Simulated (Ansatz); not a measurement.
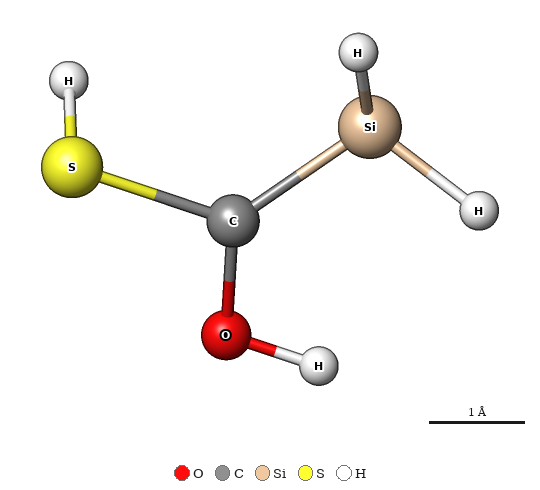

Figure 1. The structure as given in the input (ball-and-stick view, seen at a tilt). Bond lengths as drawn: C–O 1.41 Å, C–S 1.82 Å, C–Si 1.76 Å, H–O 1.03 Å, H–S 1.37 Å and H–Si 1.45 Å.

**Run report: CH4OSSi, phonon calculation**

- system: CH4OSSi, SMILES OC(=[SiH2])S
- method: RKS B3LYP/STO-3G (Ansatz 0.2.0)

It belongs to a series of runs on one base structure; here: vibrations at the highest image of the band.

**Input**
```yaml
crystal:
  periodic: [false, false, false]
  atoms:
    - { symbol: O, position_ang: [-0.751654, 0.335049, -1.49176] }
    - { symbol: C, position_ang: [-0.136089, -0.226937, -0.350859] }
    - { symbol: Si, position_ang: [0.611844, 0.676942, 0.960113] }
    - { symbol: S, position_ang: [-0.612024, -1.978013, -0.252021] }
    - { symbol: H, position_ang: [-0.357676, 1.283989, -1.55526] }
    - { symbol: H, position_ang: [1.250277, 1.853731, 0.396611] }
    - { symbol: H, position_ang: [1.59678, -0.152409, 1.623152] }
    - { symbol: H, position_ang: [-1.60147, -1.792351, 0.670026] }
basis:
  gaussian: { orbitals: STO-3G }
hamiltonian:
  xc: b3lyp
phonons: {}
```

Machine: 1 thread of Arm Neoverse N1, 24 GiB of memory available, shared host.

Command:
```bash
ansatz run input.yaml --threads 1 --pin off --max-ram 2048MiB --backend cpu --events-out ev --progress --plain --runs-dir out
```

**Output**
```
Engine: ansatz 0.2.0, aarch64-unknown-linux-gnu
Functional definition: B3LYP
  parameter a0 = 0.2
  parameter ax = 0.72
  parameter ac = 0.81
  exchange = (1 - a0 - ax)*slater_x + ax*b88_x + a0*exact_x
  correlation = (1 - ac)*vwn_rpa_c + ac*lyp_c
432 factors; integrals over basis functions are off by at most 9.9e-6 eV
mean field evaluation 1: about -21606.0105 eV, gradient 1.4e1 eV
mean field evaluation 2: about -21604.7860 eV, gradient 2.4e1 eV
mean field evaluation 4: about -21606.6684 eV, gradient 3.9e0 eV
mean field evaluation 8: about -21606.6971 eV, gradient 3.1e-2 eV
mean field -21606.69706756 eV, -794.0314716876 hartree, gradient 2.7e-5 eV, S^2 0.000000; 0 other end points of the search recorded, 0 dependent functions left out
the calculation of the forces begins
reference -21606.69723609 eV, -794.0314778808 hartree; 24, 24 occupied and 8, 8 virtual orbitals, 432 factors
these checks for a lower state are left out or cut short: stability, starts, cluster_reference, orbital_swaps, neighbouring_geometries, increment
432 factors; integrals over basis functions are off by at most 9.9e-6 eV
mean field evaluation 16: about -21606.6969 eV, gradient 9.4e-2 eV
mean field -21606.69698987 eV, -794.0314688326 hartree, gradient 2.5e-6 eV, S^2 0.000000; 0 other end points of the search recorded, 0 dependent functions left out
[... from here on the field's lines of each further geometry are left out, up to the last ...]
the calculation of the forces begins
reference -21606.69719483 eV, -794.0314763648 hartree; 24, 24 occupied and 8, 8 virtual orbitals, 432 factors
these checks for a lower state are left out or cut short: stability, starts, cluster_reference, orbital_swaps, neighbouring_geometries, increment
432 factors; integrals over basis functions are off by at most 9.9e-6 eV
mean field -21606.69702213 eV, -794.0314700181 hartree, gradient 1.6e-6 eV, S^2 0.000000; 0 other end points of the search recorded, 0 dependent functions left out
the calculation of the forces begins
reference -21606.69719065 eV, -794.0314762110 hartree; 24, 24 occupied and 8, 8 virtual orbitals, 432 factors
WARN: phonons: modes at or below zero, which the zero-point energy, F, S and C_V leave out: 1, the lowest at -326.09 cm⁻¹. A minimum has none, and a first-order saddle one
Total energy: -21606.69723609 eV, -794.0314778808 hartree
Atom 0 at    -0.751654     0.335049    -1.491760 Å, force    -0.006698    -0.010932    -0.005169 eV/Å
Atom 1 at    -0.136089    -0.226937    -0.350859 Å, force    -0.006030    -0.005866    -0.015346 eV/Å
Atom 2 at     0.611844     0.676942     0.960113 Å, force     0.004169     0.011581     0.019411 eV/Å
Atom 3 at    -0.612024    -1.978013    -0.252021 Å, force     0.001702     0.001824     0.002158 eV/Å
Atom 4 at    -0.357676     1.283989    -1.555260 Å, force     0.005507     0.006206     0.001931 eV/Å
Atom 5 at     1.250277     1.853731     0.396611 Å, force     0.000284     0.004614    -0.001612 eV/Å
Atom 6 at     1.596780    -0.152409     1.623152 Å, force     0.001143    -0.007593    -0.002187 eV/Å
Atom 7 at    -1.601470    -1.792351     0.670026 Å, force    -0.000076     0.000166     0.000814 eV/Å
Dipole moment:    -0.080231     0.261412     0.073382 e Å
Vibrations: -326.09 226.00 352.75 376.13 430.81 479.38 572.93 599.09 764.51 1013.07 1062.03 1107.34 1338.38 1482.78 2594.48 2658.16 2913.91 3668.32 cm⁻¹, zero-point energy 1.341514 eV
```

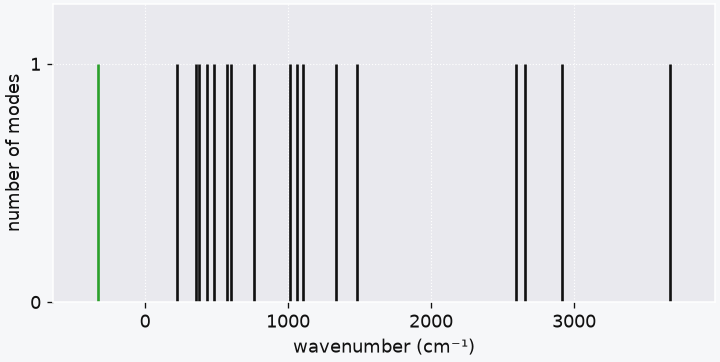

Figure 2. Harmonic vibrational wavenumbers from the force constants; neighbouring modes closer than 18 cm⁻¹ are counted in one stick, and imaginary ones are drawn at negative wavenumbers. 18 modes from 326i to 3668 cm⁻¹, 1 imaginary beyond 8i (326i cm⁻¹): a first-order saddle point, if the geometry is stationary.

**Key numbers**

- outcome: converged
- total energy: −21606.6972 eV
- mean-field energy: −21606.6972 eV
- largest force (length of the vector): 0.023 eV/Å
- wall time: 79 s
- peak memory: 0.09 GiB
